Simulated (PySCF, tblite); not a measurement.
# C₅H₃NS: excited states, first hyperpolarisability

What do calculations give for the excited states, first hyperpolarisability of C₅H₃NS (`[C-]#[N+]c1cccs1`)?

Computed with tblite 0.8.0 and PySCF 2.14.0 and routines of our own; the level stands in each step. Atoms count from 0.

### 1 The starting structure

10 atoms, charge 0, multiplicity 1; geometry from: force field or distance geometry start.

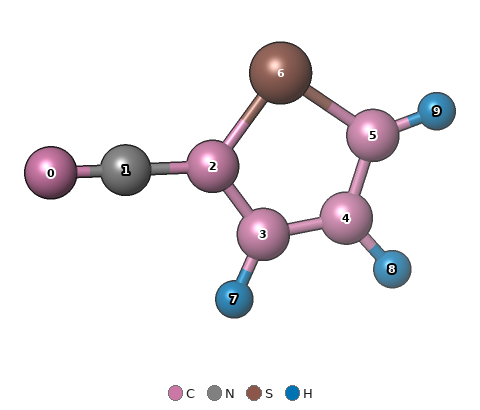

The starting geometry (carbon pink, nitrogen grey, sulfur brown, hydrogen blue).

### 2 Relaxing the molecule with GFN2-xTB

Job settings and geometry (Å):

```
{"job": {"kind": "relax", "xc": "GFN2-xTB", "basis": "xTB"}, "charge": 0, "multiplicity": 1}
C      3.513200     0.384200    -0.086800
N      2.322400     0.361200    -0.041600
C      0.934700     0.340000     0.027800
C      0.140300    -0.758500    -0.157500
C     -1.184300    -0.582800    -0.051700
C     -1.618400     0.684400     0.191600
S     -0.160600     1.736700     0.324500
H      0.609700    -1.748900    -0.347600
H     -1.908900    -1.415300    -0.181900
H     -2.639300     1.003800     0.300800
```

The run is started by

```
OMP_NUM_THREADS=1 python excited_run.py task.json out
```

This one command runs all jobs of the session in turn.

What it wrote:

```text
step      E/eV     max force
  0    -497.61783    4.219
  1    -497.80842    3.337
  2    -497.87089    2.768
  3    -497.94198    1.214
  4    -497.98930    0.692
  5    -498.05567    0.467
  6    -498.06521    0.325
  7    -498.07211    0.190
  8    -498.07490    0.192
  9    -498.07754    0.206
 10    -498.07961    0.137
 11    -498.08167    0.116
 12    -498.08299    0.103
 13    -498.08390    0.096
 14    -498.08493    0.115
 15    -498.08639    0.141
 16    -498.08789    0.172
 17    -498.08906    0.120
 18    -498.08979    0.083
 19    -498.09035    0.087
 20    -498.09084    0.082
 21    -498.09111    0.050
 22    -498.09122    0.026
 23    -498.09127    0.024
 24    -498.09130    0.018
 25    -498.09131    0.015
 26    -498.09132    0.003
```

Wall time 0.14 s (1 thread of Arm Neoverse V1, shared host).

Step by step:

| step | energy from step 0 (eV) | largest force (eV/Å) |
| --- | --- | --- |
| 0 | 0.0000 | 4.2186 |
| 1 | -0.1906 | 3.3372 |
| 2 | -0.2531 | 2.7683 |
| 3 | -0.3241 | 1.2140 |
| 4 | -0.3715 | 0.6924 |
| 5 | -0.4378 | 0.4668 |
| 6 | -0.4474 | 0.3253 |
| 7 | -0.4543 | 0.1901 |
| 8 | -0.4571 | 0.1925 |
| 9 | -0.4597 | 0.2064 |
| 10 | -0.4618 | 0.1367 |
| 11 | -0.4638 | 0.1159 |
| 12 | -0.4652 | 0.1031 |
| 13 | -0.4661 | 0.0957 |
| 14 | -0.4671 | 0.1148 |
| 15 | -0.4686 | 0.1405 |
| 16 | -0.4701 | 0.1722 |
| 17 | -0.4712 | 0.1203 |
| 18 | -0.4720 | 0.0833 |
| 19 | -0.4725 | 0.0872 |
| 20 | -0.4730 | 0.0817 |
| 21 | -0.4733 | 0.0502 |
| 22 | -0.4734 | 0.0261 |
| 23 | -0.4734 | 0.0236 |
| 24 | -0.4735 | 0.0180 |
| 25 | -0.4735 | 0.0150 |
| 26 | -0.4735 | 0.0030 |

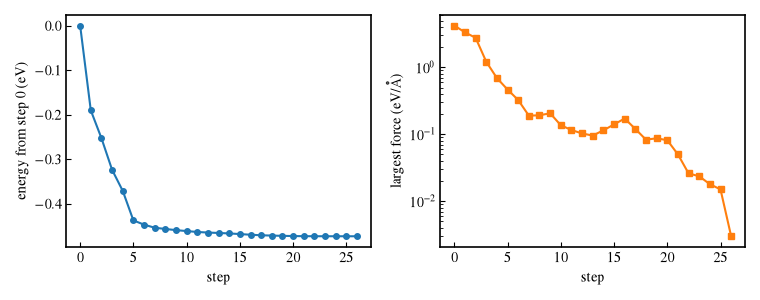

Energy and largest force along the relaxation.

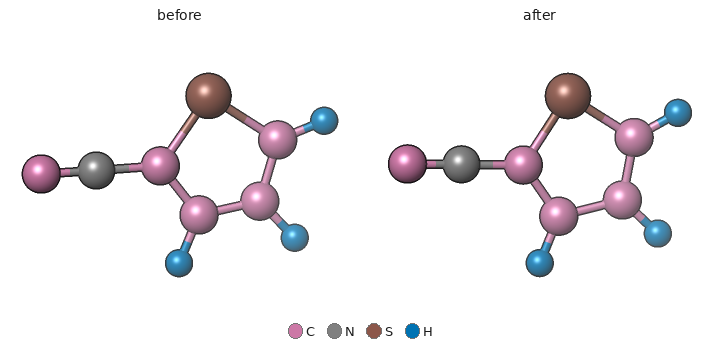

Before and after, at one scale.

Distances of close pairs at the start and the end, largest changes first:

| bond | before (Å) | after (Å) | change (Å) |
| --- | --- | --- | --- |
| C5–S6 | 1.803 | 1.717 | -0.086 |
| C3–C4 | 1.340 | 1.408 | +0.068 |
| C2–S6 | 1.800 | 1.742 | -0.058 |
| N1–C2 | 1.390 | 1.341 | -0.049 |
| C3–H7 | 1.112 | 1.075 | -0.037 |
| C4–H8 | 1.111 | 1.075 | -0.036 |
| C0–N1 | 1.192 | 1.170 | -0.022 |
| C5–H9 | 1.075 | 1.072 | -0.003 |

The final coordinates are the input of the step that follows.

### 3 Vibrational analysis with GFN2-xTB

Job settings and geometry (Å):

```
{"job": {"kind": "ir", "xc": "GFN2-xTB", "basis": "xTB"}, "charge": 0, "multiplicity": 1}
C      3.394809     0.520703    -0.056241
N      2.230327     0.416326    -0.023873
C      0.895979     0.290971     0.012000
C      0.169741    -0.854402    -0.167215
C     -1.215744    -0.624859    -0.063951
C     -1.518766     0.675397     0.189325
S     -0.124936     1.670274     0.311437
H      0.619180    -1.810854    -0.363779
H     -1.954876    -1.397473    -0.173565
H     -2.486833     1.118572     0.313335
```

What it wrote:

```text
mode    cm-1     km/mol
  1     152.6      1.85
  2     157.6      2.35
  3     343.9      0.03
  4     427.3      0.55
  5     477.7      2.53
  6     481.4      0.19
  7     535.1      0.87
  8     690.3      4.05
  9     726.1      3.39
 10     742.8     19.45
 11     811.7      9.99
 12     848.8      0.50
 13     850.7     19.05
 14    1057.1      3.38
 15    1076.8      1.60
 16    1149.9     24.09
 17    1190.4      5.51
 18    1348.0      5.17
 19    1449.0     18.77
 20    1541.7      1.30
 21    2176.9      1.03
 22    3134.2      7.29
 23    3143.7     10.70
 24    3166.1      3.24
```

Run time: 0.25 s. Hardware: 1 thread of Arm Neoverse V1, shared host.

Which atoms move in the most intense modes:

| cm⁻¹ | km/mol | atoms |
| --- | --- | --- |
| 743 | 19.4 | H9 71 %, C5 11 % |
| 812 | 10.0 | H7 57 %, C3 16 %, H8 11 %, H9 11 % |
| 851 | 19.1 | C5 59 %, S6 17 %, H9 12 % |
| 1150 | 24.1 | C2 49 %, H7 24 % |
| 1190 | 5.5 | H8 38 %, H7 20 %, C5 11 % |
| 1449 | 18.8 | C4 35 %, C5 23 %, C2 22 %, C3 16 % |
| 3134 | 7.3 | H8 63 %, H7 28 % |
| 3144 | 10.7 | H7 64 %, H8 26 % |

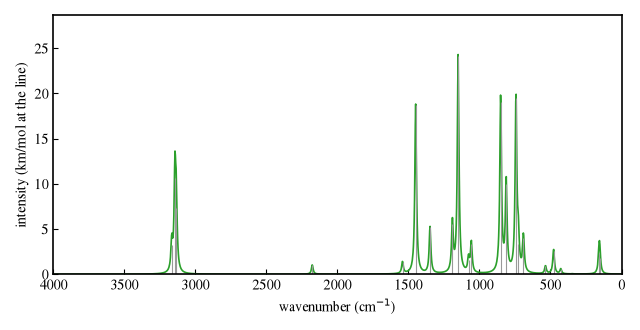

The infrared spectrum from these modes, unscaled. Lines are broadened to a width of 14 cm⁻¹ (Lorentzian).

### 4 Excited states: TDA CAM-B3LYP/def2-SVPD

The job, as its differences from that of step 3:

```diff
@@ -1,2 +1,2 @@
-{"job": {"kind": "ir", "xc": "GFN2-xTB", "basis": "xTB"}, "charge": 0, "multiplicity": 1}
+{"job": {"kind": "states", "xc": "CAM-B3LYP", "basis": "def2-SVPD", "tda": true, "soc": true, "nstates": 6, "ntriplets": 4, "nquad": 4}, "charge": 0, "multiplicity": 1}
 C      3.394809     0.520703    -0.056241
```

Method: TDA CAM-B3LYP/def2-SVPD excited states, vertical, gas phase, spin-orbit mean-field couplings.

What it wrote:

```text
coarse grid: 9976 points
cycle   1  E = -644.6772300236  dE =  1.509e+00  |g| = 3.283e-01  |ddm| = 5.971e+00
cycle   2  E = -644.6743017025  dE =  2.928e-03  |g| = 3.851e-01  |ddm| = 1.348e+00
cycle   3  E = -644.7081145243  dE = -3.381e-02  |g| = 7.759e-02  |ddm| = 6.764e-01
cycle   4  E = -644.7091954989  dE = -1.081e-03  |g| = 4.549e-02  |ddm| = 1.474e-01
cycle   5  E = -644.7096290170  dE = -4.335e-04  |g| = 8.300e-03  |ddm| = 5.851e-02
cycle   6  E = -644.7096484765  dE = -1.946e-05  |g| = 2.621e-03  |ddm| = 2.420e-02
cycle   7  E = -644.7096504309  dE = -1.954e-06  |g| = 7.935e-04  |ddm| = 7.938e-03
final grid: 94896 points
cycle   8  E = -644.7942476236  dE = -2.417e-05  |g| = 1.691e-03  |ddm| = 8.512e-02
cycle   9  E = -644.7942478263  dE = -2.027e-07  |g| = 1.607e-03  |ddm| = 7.808e-03
cycle  10  E = -644.7942484033  dE = -5.770e-07  |g| = 4.002e-04  |ddm| = 3.233e-03
cycle  11  E = -644.7942484368  dE = -3.356e-08  |g| = 1.677e-04  |ddm| = 6.934e-04
cycle  12  E = -644.7942484425  dE = -5.669e-09  |g| = 7.175e-05  |ddm| = 3.352e-04
cycle  13  E = -644.7942484439  dE = -1.395e-09  |g| = 8.753e-06  |ddm| = 1.575e-04
cycle  14  E = -644.7942484439  dE = -2.865e-11  |g| = 3.711e-06  |ddm| = 3.428e-05
converged SCF energy = -644.7942484439

Singlet excitations
state   eV       nm        f     d(h-e)  d(exc)  Lambda  PR(NTO)  |dmu|/D   mu/D   main configurations
  1   5.3584   231.4   0.28212   0.502   2.974   0.780   1.217    1.339    5.376   H->L 0.84
  2   5.7122   217.1   0.00006   1.225   3.220   0.396   1.040    3.172    6.605   H->L+1 0.87
  3   5.8310   212.6   0.12736   0.163   2.926   0.666   1.404    0.362    4.405   H-1->L 0.74, H->L+4 0.14
  4   6.2485   198.4   0.00000   0.929   2.819   0.369   1.113    2.870    5.826   H-1->L+1 0.78
  5   6.5451   189.4   0.00081   1.080   3.205   0.396   1.170                     H->L+3 0.75
  6   6.8295   181.5   0.00354   0.540   3.706   0.334   1.027                     H->L+2 0.87

Triplet excitations (Tamm-Dancoff)
state   eV     d(h-e)  d(exc)  Lambda  PR(NTO)   main configurations
  1   3.2827   0.254   2.745   0.804   1.079   H->L 0.93
  2   4.3883   0.387   2.722   0.645   1.085   H-1->L 0.91
  3   5.3316   1.406   2.663   0.398   1.008   H-2->L 0.68, H-2->L+11 0.16, H-2->L+4 0.13
  4   5.4442   1.112   3.104   0.396   1.092   H->L+1 0.82
S1 - T1 = 2.0757 eV

Spin-orbit couplings |<S|Hso|T>| (cm-1)
             T1       T2       T3       T4
S0        0.017    0.211   12.741   34.105
S1        0.027    0.404    1.187   35.877
S2       33.093    5.632    0.264    0.166
S3        0.049    0.158    4.489    1.209
S4        3.235   37.499    0.261    4.767
S5       18.950    3.624    0.975   19.022
S6        1.592    1.952    0.024    0.565
T1 sublevels (cm-1): 0.000 0.009 0.015   radiative rates (1/s): 0.317 0.000624 0.0436
```

Wall time 22 s (1 thread of Arm Neoverse V1, shared host); peak memory 0.62 GiB.

Key values:

| quantity | value |
| --- | --- |
| S1 less T1 | 2.08 eV |

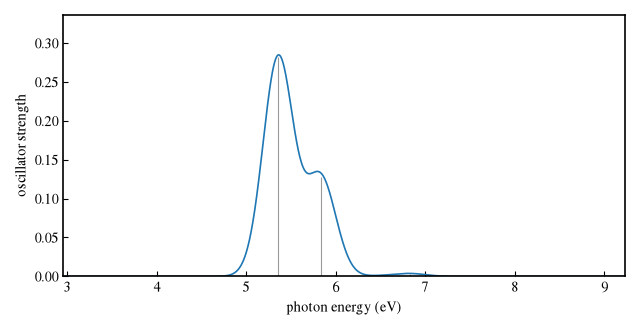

Absorption lines of the singlets. Lines are broadened to a width of 0.40 eV (Gaussian).

### 5 Excited states: TDDFT LC-wPBE/def2-SVPD

The job, as its differences from that of step 4:

```diff
@@ -1,2 +1,2 @@
-{"job": {"kind": "states", "xc": "CAM-B3LYP", "basis": "def2-SVPD", "tda": true, "soc": true, "nstates": 6, "ntriplets": 4, "nquad": 4}, "charge": 0, "multiplicity": 1}
+{"job": {"kind": "states", "xc": "LC-wPBE", "basis": "def2-SVPD", "tpa": true, "nstates": 6, "nquad": 5, "ntriplets": 0}, "charge": 0, "multiplicity": 1}
 C      3.394809     0.520703    -0.056241
```

With the program's defaults for keys left out, this is: TDDFT LC-wPBE/def2-SVPD excited states, vertical, gas phase, two-photon moments by quadratic response.

What it wrote:

```text
coarse grid: 9976 points
cycle   1  E = -644.4812062075  dE =  1.691e+00  |g| = 3.647e-01  |ddm| = 5.793e+00
cycle   2  E = -644.5027272057  dE = -2.152e-02  |g| = 3.225e-01  |ddm| = 1.240e+00
cycle   3  E = -644.5249744221  dE = -2.225e-02  |g| = 7.959e-02  |ddm| = 6.002e-01
cycle   4  E = -644.5264354053  dE = -1.461e-03  |g| = 3.990e-02  |ddm| = 1.874e-01
cycle   5  E = -644.5268017638  dE = -3.664e-04  |g| = 7.054e-03  |ddm| = 6.431e-02
cycle   6  E = -644.5268214427  dE = -1.968e-05  |g| = 1.916e-03  |ddm| = 2.924e-02
cycle   7  E = -644.5268234690  dE = -2.026e-06  |g| = 1.170e-03  |ddm| = 1.014e-02
final grid: 94896 points
cycle   8  E = -644.6156878982  dE = -2.328e-05  |g| = 4.225e-03  |ddm| = 1.013e-01
cycle   9  E = -644.6156889996  dE = -1.101e-06  |g| = 3.753e-03  |ddm| = 1.478e-02
cycle  10  E = -644.6156921901  dE = -3.191e-06  |g| = 6.422e-04  |ddm| = 8.067e-03
cycle  11  E = -644.6156922789  dE = -8.876e-08  |g| = 2.370e-04  |ddm| = 1.130e-03
cycle  12  E = -644.6156922939  dE = -1.496e-08  |g| = 7.512e-05  |ddm| = 6.116e-04
cycle  13  E = -644.6156922961  dE = -2.263e-09  |g| = 2.148e-05  |ddm| = 3.155e-04
cycle  14  E = -644.6156922965  dE = -3.365e-10  |g| = 8.525e-06  |ddm| = 9.958e-05
converged SCF energy = -644.6156922965

Singlet excitations
state   eV       nm        f     d(h-e)  d(exc)  Lambda  PR(NTO)  |dmu|/D   mu/D   delta(TPA)   sigma/GM   main configurations
  1   5.2814   234.8   0.21916   0.345   2.827   0.773   1.273    1.004    5.013       32.25      0.330   H->L 0.92
  2   5.8560   211.7   0.11496   0.211   2.775   0.648   1.401    0.578    4.549       62.13      0.781   H-1->L 0.85
  3   6.1618   201.2   0.00004   1.104   3.038   0.357   1.097    2.931    6.531        0.24      0.003   H->L+1 0.68, H->L+4 0.10, H->L+2 0.09
  4   6.4638   191.8   0.00002   0.798   2.635   0.340   1.111    2.552    5.626        0.84      0.013   H-1->L+1 0.63
  5   7.0132   176.8   0.00015   0.871   2.961   0.369   1.453    2.316    6.037        1.75      0.032   H->L+4 0.37, H->L+8 0.14, H-3->L 0.09
  6   7.1764   172.8   0.00274   0.293   2.753   0.475   1.366                                            H-3->L 0.79
```

Wall time 32 s (1 thread of Arm Neoverse V1, shared host); peak memory 0.64 GiB.

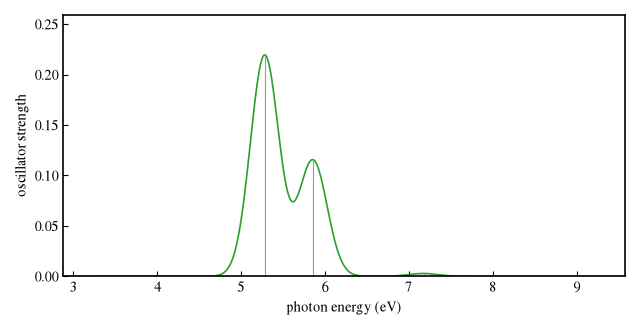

Absorption lines of the singlets. Lines are broadened to a width of 0.40 eV (Gaussian).

### 6 First hyperpolarisability: quadratic response PBE0/def2-SVPD

The job, as its differences from that of step 5:

```diff
@@ -1,2 +1,2 @@
-{"job": {"kind": "states", "xc": "LC-wPBE", "basis": "def2-SVPD", "tpa": true, "nstates": 6, "nquad": 5, "ntriplets": 0}, "charge": 0, "multiplicity": 1}
+{"job": {"kind": "beta", "xc": "PBE0", "basis": "def2-SVPD", "wavelengths": [1064, 800]}, "charge": 0, "multiplicity": 1}
 C      3.394809     0.520703    -0.056241
```

Method: quadratic response PBE0/def2-SVPD first hyperpolarisability, Taylor convention, gas phase.

What it wrote:

```text
coarse grid: 9976 points
cycle   1  E = -644.3903412068  dE =  1.348e+00  |g| = 3.424e-01  |ddm| = 6.076e+00
cycle   2  E = -644.3403151557  dE =  5.003e-02  |g| = 5.509e-01  |ddm| = 1.823e+00
cycle   3  E = -644.4188278742  dE = -7.851e-02  |g| = 9.194e-02  |ddm| = 1.199e+00
cycle   4  E = -644.4205242704  dE = -1.696e-03  |g| = 4.654e-02  |ddm| = 1.917e-01
cycle   5  E = -644.4209605401  dE = -4.363e-04  |g| = 1.625e-02  |ddm| = 9.810e-02
cycle   6  E = -644.4210400191  dE = -7.948e-05  |g| = 1.803e-03  |ddm| = 3.572e-02
cycle   7  E = -644.4210407621  dE = -7.430e-07  |g| = 6.886e-04  |ddm| = 4.761e-03
final grid: 94896 points
cycle   8  E = -644.4913461793  dE = -2.081e-05  |g| = 7.430e-03  |ddm| = 1.433e-01
cycle   9  E = -644.4913261755  dE =  2.000e-05  |g| = 1.096e-02  |ddm| = 3.853e-02
cycle  10  E = -644.4913611861  dE = -3.501e-05  |g| = 1.486e-03  |ddm| = 2.979e-02
cycle  11  E = -644.4913618794  dE = -6.933e-07  |g| = 2.804e-04  |ddm| = 3.656e-03
cycle  12  E = -644.4913618983  dE = -1.891e-08  |g| = 9.271e-05  |ddm| = 6.256e-04
cycle  13  E = -644.4913618995  dE = -1.148e-09  |g| = 5.853e-05  |ddm| = 1.817e-04
cycle  14  E = -644.4913619002  dE = -7.415e-10  |g| = 1.504e-05  |ddm| = 9.544e-05
converged SCF energy = -644.4913619002

Lowest singlets (eV, f): 5.0489 0.2322  5.4327 0.0001  5.5539 0.0805

First hyperpolarisability (au)
process     nm      |vector|   parallel      HRS      DR
static         -      278.64     165.44     125.84   3.905
shg       1064.0      352.32     210.17     157.45   4.083
eope      1064.0      299.72     178.24          -       -
shg        800.0      440.24     263.44     194.62   4.277
eope       800.0      318.04     189.36          -       -
```

Run time: 19 s. Hardware: 1 thread of Arm Neoverse V1, shared host; peak memory 0.59 GiB.

### 7 Results

| quantity | value |
| --- | --- |
| strongest single infrared mode (GFN2-xTB) | 1150 cm⁻¹, 24 km/mol |
| zero-point energy (GFN2-xTB) | 39.6 kcal/mol |
| S1 less T1 (step 4, TDA CAM-B3LYP/def2-SVPD) | 2.08 eV |
| β vector (step 6, quadratic response PBE0/def2-SVPD) | static 279, SHG 1064.0 nm 352, SHG 800.0 nm 440 au |

What this shows: All 24 modes are real, so the xTB geometry is a minimum. The strongest single mode, at 1150 cm⁻¹, moves mainly C2 and H7. GFN2-xTB is a fitted tight-binding method: band positions and strengths are rough. Its intensities can rank the bands wrongly. In step 4, the number of triplets below S1 is 3, and the largest singlet-triplet spin-orbit coupling is S4–T2, 37.50 cm⁻¹. β grows from 279 au (static) to 440 au for doubling at 800.0 nm: normal dispersion, which grows as twice the photon energy moves toward the bright states.
